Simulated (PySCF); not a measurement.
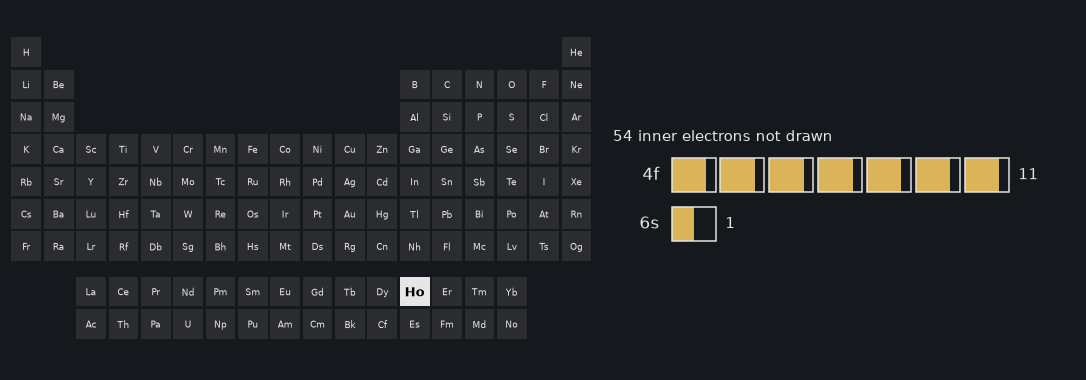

Figure 1. Left, the place of holmium in the periodic table; right, the outer shells of the nominal configuration: a box for each of the 2l + 1 orbitals, shaded by the share of the shell that is filled, with the electron count at the right.

**Atomic calculation for Ho⁺**

Ho⁺, configuration 1s2 2s2 2p6 3s2 3p6 3d10 4s2 4p6 4d10 4f11 5s2 5p6 6s1, multiplicity 5. Computed at this level: unrestricted HF, ANO-RCC-VTZP, spin-free X2C-1e, Gaussian nucleus (PySCF).

**Summary**

- outcome: converged
- total energy: −12610.6602 hartree
- ⟨S²⟩: 6.004
- ⟨L²⟩: 34.03
- SCF iterations: 9
- hardware: 1 CPU thread, shared host
- CPU time: 2.2 s (integrals apart)

**Notes**

Radii and densities are those of the two-component orbitals, without the picture-change correction, so the innermost s shells come out slightly too small (about 1 % for 1s near Z = 40, more for heavier atoms). ⟨L²⟩ departs from that of the intended term, so the determinant mixes terms.

**The input**
```python
from pyscf import gto, scf, dft, mp, cc
import basis_set_exchange as bse
mol = gto.M(atom="Ho 0 0 0", charge=1, spin=4, symmetry="D2h",
            basis=gto.basis.parse(bse.get_basis("ANO-RCC-VTZP", elements=["Ho"], fmt="nwchem")),
            nucmod="G")
mf = scf.UHF(mol).sfx2c1e()
mf.irrep_nelec = {'Ag': (10, 9), 'B1g': (2, 2), 'B2g': (2, 2), 'B3g': (2, 2), 'Au': (1, 1), 'B1u': (6, 6), 'B2u': (6, 5), 'B3u': (6, 4)}
mf.kernel()
```

The script is an equivalent of what the driver set up; the driver started from orbitals of its own, so the log can be shorter than this script's would be, and it computed the properties (radii, ⟨L²⟩, response) afterwards. It held the occupations shell by shell, which the script's counts by irreducible representation don't always enforce.

**Output (extracts)**
```
damping factor = 0
level_shift factor = 0
DIIS = <class 'pyscf.scf.diis.CDIIS'>
diis_start_cycle = 1
diis_space = 10
diis_damp = 0
SCF conv_tol = 1e-09
SCF conv_tol_grad = None
number electrons alpha = 35  beta = 31
cycle= 1 E= -12610.6601550316  delta_E= -0.0092  |g|= 0.0334  |ddm|= 0.0328
cycle= 2 E= -12610.660235644  delta_E= -8.06e-05  |g|= 0.00457  |ddm|= 0.00425
cycle= 3 E= -12610.6602371859  delta_E= -1.54e-06  |g|= 0.00435  |ddm|= 0.00182
cycle= 4 E= -12610.6602390142  delta_E= -1.83e-06  |g|= 0.000543  |ddm|= 0.000804
cycle= 5 E= -12610.6602392312  delta_E= -2.17e-07  |g|= 0.000119  |ddm|= 0.000699
cycle= 6 E= -12610.6602392581  delta_E= -2.69e-08  |g|= 4.53e-05  |ddm|= 0.00033
cycle= 7 E= -12610.6602392671  delta_E= -8.99e-09  |g|= 2.45e-05  |ddm|= 0.000221
cycle= 8 E= -12610.6602392723  delta_E= -5.2e-09  |g|= 7.05e-06  |ddm|= 0.000269
cycle= 9 E= -12610.6602392727  delta_E= -4e-10  |g|= 1.8e-06  |ddm|= 8.4e-05
converged SCF energy = -12610.6602392727  <S^2> = 6.0040926  2S+1 = 5.0016368
```

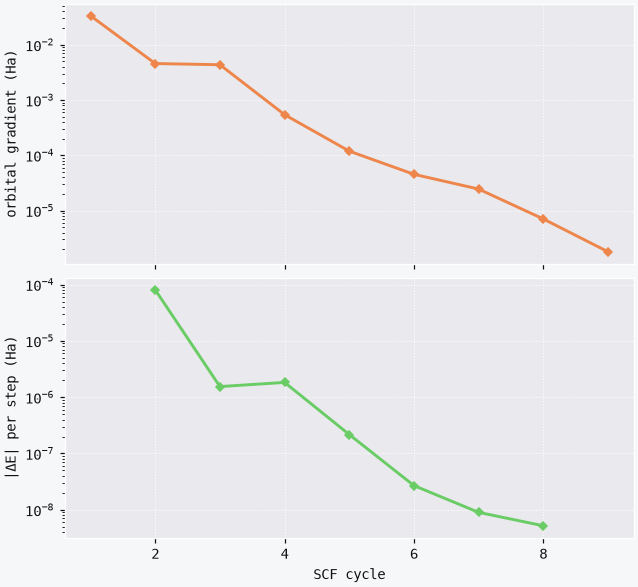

Figure 2. Convergence: orbital gradient and change of the energy from step to step (the smallest changes aren't drawn) against the SCF cycle. The residual falls almost steadily, with no more than small rises or pauses. It goes from 0.033 to 1.8×10⁻⁶ in 9 steps.

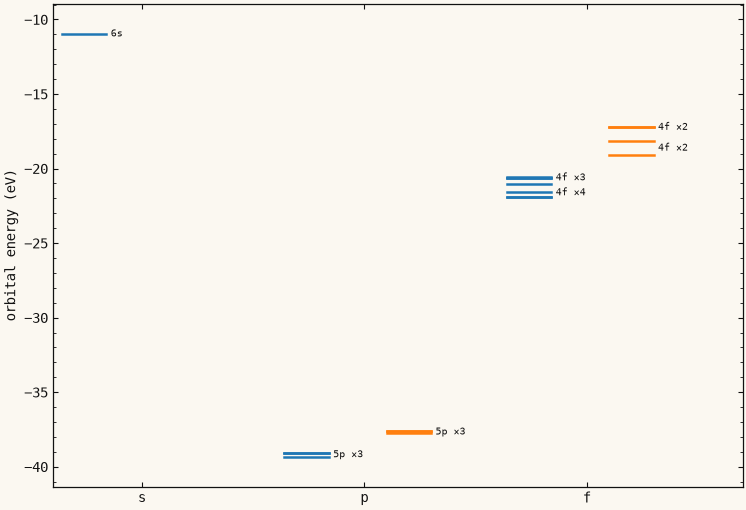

Figure 3. Orbital energies of the mean field, from the top down to −39.3 eV, by angular momentum, α spin at the left of each column and β at the right; ×n counts the orbitals under one label. The highest filled orbital is 6s α at −11.0 eV, the lowest empty one s β at −4.79 eV.

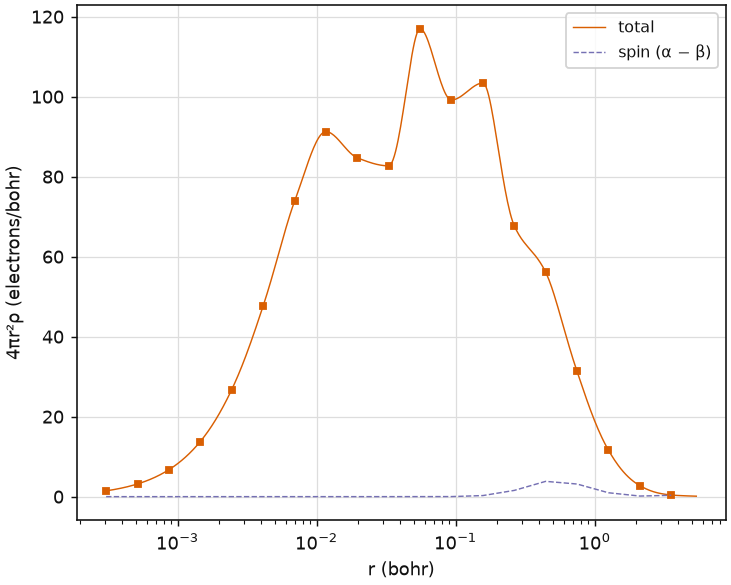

Figure 4. Spherically averaged radial density 4πr²ρ of the mean field and its spin part; markers are the stored points, which are sparse, and the line is a monotone interpolation between them. The largest stored value is 117 electrons/bohr at r = 0.056 bohr. Root-mean-square radii of the shells: 4p 0.587, 4d 0.646, 4f 0.929, 5s 1.38, 5p 1.64, 6s 4.14 bohr.
